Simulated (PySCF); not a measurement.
# C2H6Cl2OSi: electronic excitations at several levels of theory

Aim: compute the electronic excitations of C2H6Cl2OSi (`CO[Si@H](Cl)CCl`) at several levels, and see how far they spread and what each costs.

Programs: PySCF 2.14.0, with density-fitted response routines of our own. Each step states its level of theory. These are calculated values for one molecule in the gas phase, unless marked as measured. Atoms count from 0, in the outputs and in this text.

### 1 The starting structure

12 atoms, charge 0, multiplicity 1; geometry from: GFN2-xTB. The atoms were then displaced at random by about 0.01 Å, so the start is not that level's minimum.

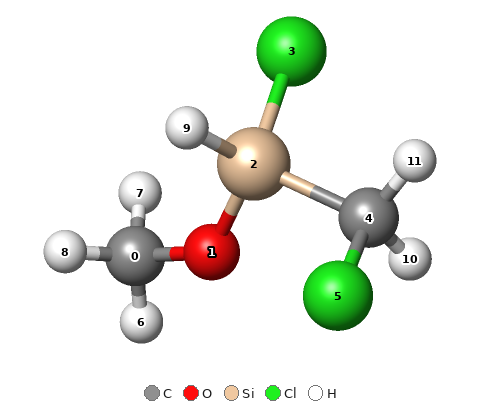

The starting geometry (carbon grey, oxygen red, silicon light orange, chlorine green, hydrogen white), atoms numbered.

### 2 Optimising the geometry at PBE0-D3(BJ)/def2-SVP

What the job is given:

```
{"job": {"xc": "PBE0", "basis": "def2-SVP", "d3": "d3bj", "grid": 1, "shake": 0.01, "kind": "geom"}, "charge": 0, "multiplicity": 1}
C     -1.985370    -0.796340    -0.115330
O     -0.631970    -0.544810    -0.239100
Si     0.306760     0.515620     0.507220
Cl    -0.352580     2.396910     0.278210
C      1.978320     0.338010    -0.418670
Cl     2.806180    -1.144420     0.094760
H     -2.302810    -1.383620    -0.967820
H     -2.541100     0.177030    -0.132300
H     -2.225220    -1.296440     0.827860
H      0.467500     0.263900     1.954160
H      1.856070     0.281470    -1.479670
H      2.663910     1.164420    -0.170980
```

Command:

```sh
> OMP_NUM_THREADS=1 python probes_run.py task.json out
```

The driver reads the jobs from task.json and runs them one after another.

Standard output:

```text
step   0  E = -1363.93277196  max force = 0.044547
step   1  E = -1363.93863359  max force = 0.009333
step   2  E = -1363.93933455  max force = 0.006242
step   3  E = -1363.93947843  max force = 0.002418
step   4  E = -1363.93952316  max force = 0.000870
step   5  E = -1363.93955179  max force = 0.002039
step   6  E = -1363.93957703  max force = 0.002640
step   7  E = -1363.93960356  max force = 0.002150
step   8  E = -1363.93961948  max force = 0.001059
step   9  E = -1363.93962504  max force = 0.000830
step  10  E = -1363.93962063  max force = 0.001669
step  11  E = -1363.93962119  max force = 0.001277
step  12  E = -1363.93962252  max force = 0.000397
step  13  E = -1363.93962283  max force = 0.000208
step  14  E = -1363.93962383  max force = 0.000228
optimisation converged
```

It took 98 s on 1 thread of Arm Neoverse V2, shared host; peak memory 0.52 GiB.

Step by step:

```tsv
step	energy from step 0 (eV)	largest force component (eV/Å)
0	0.0000	2.2907
1	-0.1595	0.4799
2	-0.1786	0.3210
3	-0.1825	0.1243
4	-0.1837	0.0447
5	-0.1845	0.1048
6	-0.1852	0.1358
7	-0.1859	0.1106
8	-0.1863	0.0545
9	-0.1865	0.0427
10	-0.1864	0.0858
11	-0.1864	0.0657
12	-0.1864	0.0204
13	-0.1864	0.0107
14	-0.1864	0.0117
```

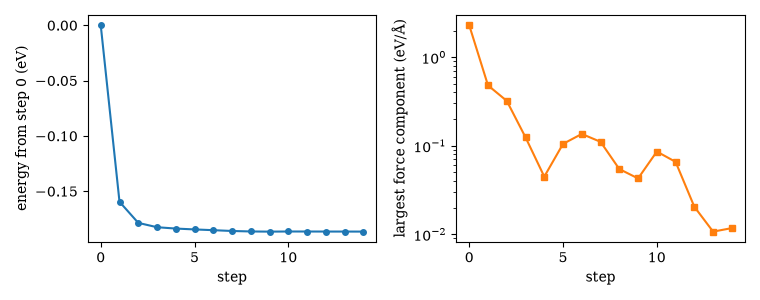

Energy and largest force along the relaxation.

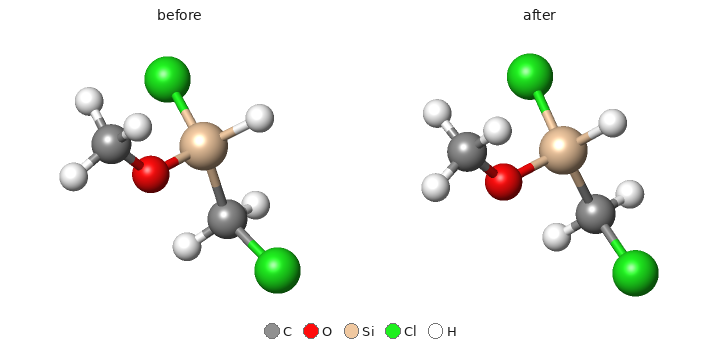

The geometry before (left) and after (right).

Distances of close pairs at the start and the end, largest changes first:

```tsv
bond	before (Å)	after (Å)	change (Å)
Si2–Cl3	2.007	2.074	+0.068
Si2–C4	1.919	1.870	-0.049
O1–Si2	1.601	1.643	+0.043
C4–H10	1.070	1.100	+0.030
C0–O1	1.382	1.403	+0.021
C0–H7	1.121	1.104	-0.017
C0–H6	1.083	1.100	+0.017
C4–Cl5	1.774	1.788	+0.014
```

The end geometry stands in the next job.

```tsv
at the end point	value
point group (found at 0.08 Å tolerance)	C1
rotational constants (GHz, main isotopes)	2.463, 1.099, 0.797
dipole moment (D)	1.00
```

### 3 TDDFT and polarisability: PBE0/def2-SVP

What the job is given:

```
{"job": {"kind": "uv", "xc": "PBE0", "basis": "def2-SVP"}, "charge": 0, "multiplicity": 1}
C     -0.944837     0.877479     0.384442
O      0.406628     1.198705     0.184168
Si     1.328955     2.171805     1.134502
Cl     0.619606     4.119027     1.043355
C      3.057310     2.163368     0.420904
Cl     3.807463     0.564153     0.699801
H     -1.229380     0.098176    -0.337252
H     -1.593780     1.755572     0.223830
H     -1.129959     0.489133     1.401957
H      1.293713     1.753687     2.559553
H      3.029315     2.354642    -0.661890
H      3.688065     2.931175     0.891485
```

Method: TDDFT PBE0/def2-SVP, vertical, gas phase, core orbitals frozen in the response.

Standard output:

```text
coarse grid: 11856 points
cycle   1  E = -1363.6923748686  dE =  4.753e-01  |g| = 6.336e-01  |ddm| = 3.402e+00
cycle   2  E = -1363.5758465409  dE =  1.165e-01  |g| = 1.003e+00  |ddm| = 1.533e+00
cycle   3  E = -1363.7739022220  dE = -1.981e-01  |g| = 9.129e-02  |ddm| = 9.910e-01
cycle   4  E = -1363.7756160269  dE = -1.714e-03  |g| = 2.883e-02  |ddm| = 1.426e-01
cycle   5  E = -1363.7758321894  dE = -2.162e-04  |g| = 7.382e-03  |ddm| = 4.575e-02
cycle   6  E = -1363.7758464802  dE = -1.429e-05  |g| = 1.914e-03  |ddm| = 9.953e-03
cycle   7  E = -1363.7758473602  dE = -8.799e-07  |g| = 6.057e-04  |ddm| = 2.155e-03
final grid: 101280 points
cycle   8  E = -1363.9291524968  dE = -1.101e-05  |g| = 8.885e-03  |ddm| = 1.755e-02
cycle   9  E = -1363.9291370115  dE =  1.549e-05  |g| = 1.262e-02  |ddm| = 1.602e-02
cycle  10  E = -1363.9291691134  dE = -3.210e-05  |g| = 1.180e-03  |ddm| = 9.779e-03
cycle  11  E = -1363.9291694308  dE = -3.175e-07  |g| = 1.379e-04  |ddm| = 1.249e-03
cycle  12  E = -1363.9291694350  dE = -4.176e-09  |g| = 4.504e-05  |ddm| = 2.051e-04
cycle  13  E = -1363.9291694354  dE = -4.452e-10  |g| = 1.929e-05  |ddm| = 6.148e-05
converged SCF energy = -1363.9291694354

Static polarisability (au): isotropic 62.558, principal 50.363 62.262 75.050

Singlet excitations
state   eV       nm        f      main configurations
  1   7.0437    176.0   0.02311   H->L 0.94
  2   7.3417    168.9   0.00049   H-1->L 0.87, H-2->L 0.09
  3   8.0061    154.9   0.02337   H-2->L 0.46, H->L+1 0.30, H-2->L+1 0.08
  4   8.0468    154.1   0.00811   H->L+1 0.48, H-2->L 0.35
  5   8.1452    152.2   0.00238   H-3->L 0.85
  6   8.2891    149.6   0.00647   H-2->L+1 0.53, H-1->L+1 0.25, H->L+1 0.13
  7   8.3443    148.6   0.00296   H->L+2 0.87
  8   8.5357    145.3   0.02430   H-4->L 0.84
  9   8.6577    143.2   0.00281   H-1->L+1 0.66, H-2->L+1 0.28
 10   8.6968    142.6   0.00671   H-1->L+2 0.42, H-3->L+1 0.38

Triplet excitations (Tamm-Dancoff, eV): 6.2069 6.5392 7.6457 7.7323
```

Wall time 16 s (1 thread of Arm Neoverse V2, shared host); peak memory 0.61 GiB.

Frontier orbitals and where they lie:

```tsv
orbital	eV	atoms
HOMO−3	-8.89	Cl3 35 %, O1 28 %, H9 10 %
HOMO−2	-8.63	O1 46 %, Cl5 14 %, Cl3 12 %
HOMO−1	-8.45	Cl5 75 %, O1 9 %, C4 4 %
HOMO	-8.08	Cl5 60 %, C4 13 %, Si2 9 %
LUMO	0.56	Cl5 32 %, C4 28 %, Si2 23 %
LUMO+1	1.22	Si2 54 %, O1 8 %, C0 8 %
LUMO+2	1.61	Si2 46 %, H11 12 %, C4 11 %
```

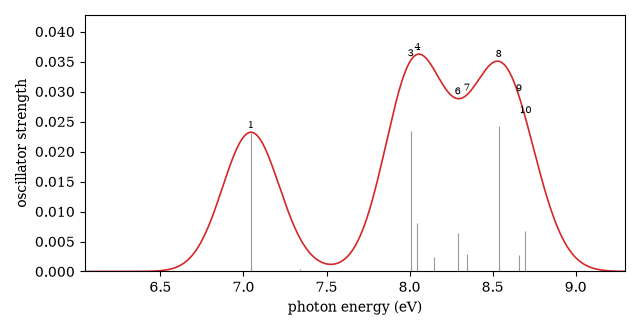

Absorption spectrum from the 10 singlet states computed; above the last one it falls off for lack of states. Lines are broadened to a width of 0.40 eV (Gaussian).

Further results of this job:

```tsv
property	computed
dipole moment (D)	1.00
polarisability (Å³)	9.27
HOMO–LUMO gap (eV)	8.64
−ε(HOMO) (eV)	8.08
```

### 4 Excited states and response: PBE0/def2-TZVP

The job, as its differences from that of step 3:

```diff
@@ -1,2 +1,2 @@
-{"job": {"kind": "uv", "xc": "PBE0", "basis": "def2-SVP"}, "charge": 0, "multiplicity": 1}
+{"job": {"kind": "uv", "xc": "PBE0", "basis": "def2-TZVP"}, "charge": 0, "multiplicity": 1}
 C     -0.944837     0.877479     0.384442
```

Level: TDDFT PBE0/def2-TZVP, vertical, gas phase, core orbitals frozen in the response.

Standard output:

```text
coarse grid: 11856 points
cycle   1  E = -1364.4510643357  dE =  5.026e-01  |g| = 6.756e-01  |ddm| = 2.588e+00
cycle   2  E = -1364.3123740957  dE =  1.387e-01  |g| = 1.100e+00  |ddm| = 1.086e+00
cycle   3  E = -1364.5342333134  dE = -2.219e-01  |g| = 1.022e-01  |ddm| = 7.252e-01
cycle   4  E = -1364.5361402166  dE = -1.907e-03  |g| = 3.993e-02  |ddm| = 1.077e-01
cycle   5  E = -1364.5364492951  dE = -3.091e-04  |g| = 8.247e-03  |ddm| = 3.551e-02
cycle   6  E = -1364.5364643193  dE = -1.502e-05  |g| = 3.103e-03  |ddm| = 8.449e-03
cycle   7  E = -1364.5364666589  dE = -2.340e-06  |g| = 8.000e-04  |ddm| = 2.544e-03
final grid: 101280 points
cycle   8  E = -1364.5334585702  dE = -3.567e-05  |g| = 9.832e-03  |ddm| = 3.034e-02
cycle   9  E = -1364.5334416084  dE =  1.696e-05  |g| = 1.357e-02  |ddm| = 1.182e-02
cycle  10  E = -1364.5334759558  dE = -3.435e-05  |g| = 1.654e-03  |ddm| = 7.301e-03
cycle  11  E = -1364.5334764482  dE = -4.924e-07  |g| = 2.689e-04  |ddm| = 1.167e-03
cycle  12  E = -1364.5334764630  dE = -1.483e-08  |g| = 8.389e-05  |ddm| = 2.097e-04
cycle  13  E = -1364.5334764644  dE = -1.332e-09  |g| = 2.857e-05  |ddm| = 7.351e-05
cycle  14  E = -1364.5334764646  dE = -1.905e-10  |g| = 5.589e-06  |ddm| = 2.175e-05
converged SCF energy = -1364.5334764646

Static polarisability (au): isotropic 74.928, principal 60.981 73.911 89.893

Singlet excitations
state   eV       nm        f      main configurations
  1   6.7558    183.5   0.03670   H->L 0.93
  2   7.1089    174.4   0.00357   H-1->L 0.67, H-2->L 0.27
  3   7.6351    162.4   0.01029   H->L+1 0.84
  4   7.7285    160.4   0.01459   H-2->L 0.60, H-1->L 0.26
  5   7.8787    157.4   0.00376   H-3->L 0.57, H->L+2 0.19
  6   7.9078    156.8   0.00425   H-1->L+1 0.45, H-2->L+1 0.29, H-3->L 0.13
  7   7.9828    155.3   0.00282   H->L+2 0.74, H-3->L 0.19
  8   8.2751    149.8   0.00077   H-2->L+1 0.44, H-1->L+1 0.35, H-1->L+2 0.10
  9   8.2891    149.6   0.03533   H-4->L 0.75
 10   8.3301    148.8   0.00593   H-3->L+1 0.56, H-1->L+2 0.14

Triplet excitations (Tamm-Dancoff, eV): 5.9636 6.3258 7.3204 7.4487
```

Wall time 46 s (1 thread of Arm Neoverse V2, shared host); peak memory 0.95 GiB.

Key values: HOMO -8.23 eV, LUMO 0.13 eV; lowest singlet 6.76 eV.

### 5 Excited states and response: PBE0/aug-cc-pVDZ

The job, as its differences from that of step 4:

```diff
@@ -1,2 +1,2 @@
-{"job": {"kind": "uv", "xc": "PBE0", "basis": "def2-TZVP"}, "charge": 0, "multiplicity": 1}
+{"job": {"kind": "uv", "xc": "PBE0", "basis": "aug-cc-pVDZ"}, "charge": 0, "multiplicity": 1}
 C     -0.944837     0.877479     0.384442
```

Level: TDDFT PBE0/aug-cc-pVDZ, vertical, gas phase, core orbitals frozen in the response.

Standard output:

```text
coarse grid: 11856 points
cycle   1  E = -1364.3480249002  dE =  5.627e-01  |g| = 6.299e-01  |ddm| = 7.054e+00
cycle   2  E = -1364.2149949073  dE =  1.330e-01  |g| = 1.041e+00  |ddm| = 2.388e+00
cycle   3  E = -1364.4282073597  dE = -2.132e-01  |g| = 9.603e-02  |ddm| = 1.398e+00
cycle   4  E = -1364.4301767176  dE = -1.969e-03  |g| = 3.181e-02  |ddm| = 2.544e-01
cycle   5  E = -1364.4304484226  dE = -2.717e-04  |g| = 8.245e-03  |ddm| = 8.094e-02
cycle   6  E = -1364.4304666351  dE = -1.821e-05  |g| = 2.226e-03  |ddm| = 1.893e-02
cycle   7  E = -1364.4304678669  dE = -1.232e-06  |g| = 6.765e-04  |ddm| = 4.570e-03
final grid: 101280 points
cycle   8  E = -1364.4544888353  dE = -9.513e-06  |g| = 8.692e-03  |ddm| = 7.842e-02
cycle   9  E = -1364.4544741178  dE =  1.472e-05  |g| = 1.223e-02  |ddm| = 3.198e-02
cycle  10  E = -1364.4545051810  dE = -3.106e-05  |g| = 1.335e-03  |ddm| = 1.770e-02
cycle  11  E = -1364.4545055842  dE = -4.032e-07  |g| = 1.506e-04  |ddm| = 2.276e-03
cycle  12  E = -1364.4545055892  dE = -5.028e-09  |g| = 5.754e-05  |ddm| = 3.427e-04
cycle  13  E = -1364.4545055900  dE = -7.465e-10  |g| = 2.180e-05  |ddm| = 1.223e-04
converged SCF energy = -1364.4545055900

Static polarisability (au): isotropic 82.600, principal 68.327 82.297 97.175

Singlet excitations
state   eV       nm        f      main configurations
  1   6.6345    186.9   0.04268   H->L 0.83
  2   6.9935    177.3   0.00658   H-2->L 0.41, H-1->L 0.40
  3   7.2757    170.4   0.00335   H->L+2 0.86
  4   7.3786    168.0   0.00602   H-1->L 0.27, H->L+1 0.23, H-2->L 0.21
  5   7.4604    166.2   0.03102   H->L+1 0.27, H-2->L 0.21, H-1->L 0.20
  6   7.5828    163.5   0.00785   H-3->L 0.60, H-1->L+1 0.11
  7   7.6553    162.0   0.00441   H-1->L+1 0.32, H-2->L+2 0.16, H-3->L 0.14
  8   7.6662    161.7   0.00454   H-1->L+2 0.44, H-2->L+2 0.14, H-2->L+1 0.13
  9   7.7241    160.5   0.02421   H->L+3 0.35, H->L+4 0.20, H->L+1 0.19
 10   7.8554    157.8   0.05471   H->L+5 0.30, H-4->L 0.16, H->L+4 0.14

Triplet excitations (Tamm-Dancoff, eV): 5.9576 6.3211 7.1078 7.1625
```

It took 37 s on 1 thread of Arm Neoverse V2, shared host; peak memory 0.86 GiB.

In short: HOMO -8.30 eV, LUMO -0.28 eV; lowest singlet 6.63 eV.

### 6 Excited states and response: PBE0/6-31+G*

The job, as its differences from that of step 5:

```diff
@@ -1,2 +1,2 @@
-{"job": {"kind": "uv", "xc": "PBE0", "basis": "aug-cc-pVDZ"}, "charge": 0, "multiplicity": 1}
+{"job": {"kind": "uv", "xc": "PBE0", "basis": "6-31+G*"}, "charge": 0, "multiplicity": 1}
 C     -0.944837     0.877479     0.384442
```

Level: TDDFT PBE0/6-31+G*, vertical, gas phase, core orbitals frozen in the response.

Standard output:

```text
coarse grid: 11856 points
cycle   1  E = -1364.3533632727  dE =  5.404e-01  |g| = 6.197e-01  |ddm| = 3.316e+00
cycle   2  E = -1364.2319673530  dE =  1.214e-01  |g| = 1.008e+00  |ddm| = 1.835e+00
cycle   3  E = -1364.4336489957  dE = -2.017e-01  |g| = 9.367e-02  |ddm| = 1.212e+00
cycle   4  E = -1364.4356102901  dE = -1.961e-03  |g| = 2.924e-02  |ddm| = 1.895e-01
cycle   5  E = -1364.4358532600  dE = -2.430e-04  |g| = 6.979e-03  |ddm| = 6.868e-02
cycle   6  E = -1364.4358657918  dE = -1.253e-05  |g| = 2.086e-03  |ddm| = 1.606e-02
cycle   7  E = -1364.4358668940  dE = -1.102e-06  |g| = 5.176e-04  |ddm| = 3.369e-03
final grid: 101280 points
cycle   8  E = -1364.3722769526  dE = -7.853e-06  |g| = 8.723e-03  |ddm| = 2.967e-02
cycle   9  E = -1364.3722626523  dE =  1.430e-05  |g| = 1.224e-02  |ddm| = 1.653e-02
cycle  10  E = -1364.3722936693  dE = -3.102e-05  |g| = 1.304e-03  |ddm| = 1.047e-02
cycle  11  E = -1364.3722940546  dE = -3.854e-07  |g| = 1.304e-04  |ddm| = 1.428e-03
cycle  12  E = -1364.3722940583  dE = -3.676e-09  |g| = 5.579e-05  |ddm| = 3.012e-04
cycle  13  E = -1364.3722940590  dE = -7.408e-10  |g| = 1.920e-05  |ddm| = 9.457e-05
converged SCF energy = -1364.3722940590

Static polarisability (au): isotropic 72.106, principal 59.170 69.849 87.298

Singlet excitations
state   eV       nm        f      main configurations
  1   6.6525    186.4   0.03819   H->L 0.90
  2   6.9873    177.4   0.00364   H-1->L 0.70, H-2->L 0.20
  3   7.3968    167.6   0.00096   H->L+1 0.69, H->L+2 0.25
  4   7.5024    165.3   0.01882   H-2->L 0.57, H-1->L 0.18, H->L+2 0.11
  5   7.5514    164.2   0.02102   H->L+2 0.36, H->L+3 0.17, H->L+1 0.14
  6   7.6529    162.0   0.00920   H-3->L 0.81
  7   7.7717    159.5   0.00440   H-1->L+1 0.64, H-2->L+2 0.17
  8   7.7894    159.2   0.00250   H-1->L+2 0.50, H-2->L+1 0.25
  9   7.9082    156.8   0.01575   H->L+3 0.30, H-4->L 0.17, H->L+4 0.15
 10   7.9750    155.5   0.07452   H->L+3 0.30, H-4->L 0.23, H->L+4 0.17

Triplet excitations (Tamm-Dancoff, eV): 5.9373 6.2819 7.2018 7.2676
```

It took 18 s on 1 thread of Arm Neoverse V2, shared host; peak memory 0.67 GiB.

Key values: HOMO -8.33 eV, LUMO -0.26 eV; lowest singlet 6.65 eV.

### 7 Run by run: electronic excitations

Excitations and ground-state properties, with basis size and wall time:

```tsv
run	lowest singlet (eV)	brightest (eV)	f	gap (eV)	α (Å³)	μ (D)	functions	time
PBE0/def2-SVP	7.04	8.54	0.024	8.64	9.27	1.00	126	16 s
PBE0/def2-TZVP	6.76	6.76	0.037	8.36	11.10	0.97	240	46 s
PBE0/aug-cc-pVDZ	6.63	7.86	0.055	8.02	12.24	0.92	204	37 s
PBE0/6-31+G*	6.65	7.97	0.075	8.07	10.68	1.07	132	18 s
```

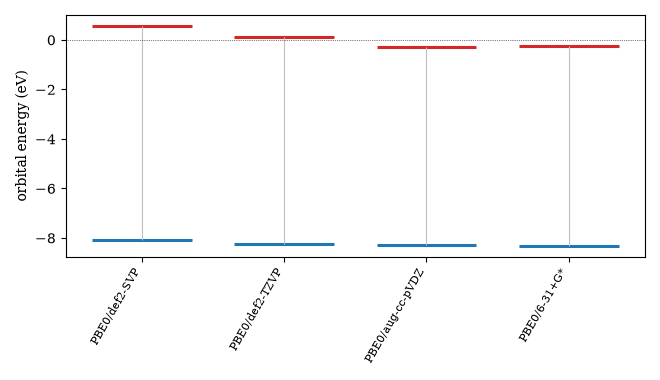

HOMO (blue) and LUMO (red) run by run.

### 8 Outcome

| quantity | value |
| --- | --- |
| point group | C1 |
| rotational constants (main isotopes) | 2.46, 1.10, 0.80 GHz |
| lowest singlet (PBE0/def2-SVP) | 7.04 eV (176 nm), f = 0.023 |
| brightest single state of those computed | state 8, 8.54 eV, f = 0.024 |
| lowest triplet | 6.21 eV |
| range of the lowest singlet | 6.63 to 7.04 eV |

Single values in the summary come from the first run of each kind that ended normally (PBE0/def2-SVP), which need not be the best level. Relaxing lowered the energy by 0.186 eV in 14 steps; the close pair that moved most is Si2–Cl3, from 2.007 to 2.074 Å. The lowest singlet, at 7.04 eV, is HOMO→LUMO 0.94 and is weak; of the 10 states computed, the strongest absorption comes from state 8 at 8.54 eV. The lowest triplet lies 0.84 eV below the lowest singlet (triplets in Tamm-Dancoff, singlets in full TDDFT). States above −ε(HOMO) lie where TDDFT describes them poorly and they hang on the basis; the brightest is among them. The basis of PBE0/def2-SVP has no diffuse functions, so Rydberg states are missing and the high states are unreliable. The lowest singlet runs from 6.63 eV (PBE0/aug-cc-pVDZ) to 7.04 eV (PBE0/def2-SVP), while the orbital gap spans 8.02 to 8.64 eV. The lowest state need not be the same one in every run. The runs solved for a few states only, so the brightest column depends on that window.
